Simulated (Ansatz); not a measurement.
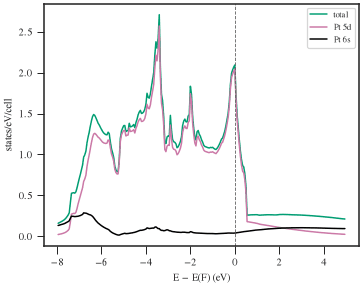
Figure: Total and projected density of states of Pt (fcc (Cu type), Fm-3m), plane-wave PAW r²SCAN (Ansatz code)

Problem. Which orbitals carry the states next to the Fermi level?

Solution. Within 0.5 eV of the Fermi level: Pt 5d 96 %. Projections are on Löwdin-orthogonalised atomic valence shells; empty p or d shells of many metals are not among them.

Problem. Where is the tallest occupied peak in this window, and what makes it?

Solution. Near -3.4 eV, about 2.7 states/eV per cell; the largest projected share is Pt 5d.

The r²SCAN relaxation kept the symmetry of its start. No spin polarisation was allowed. Spin–orbit coupling is left out wherever it is not named.

Potentials: the earlier of the program's two PAW sets.
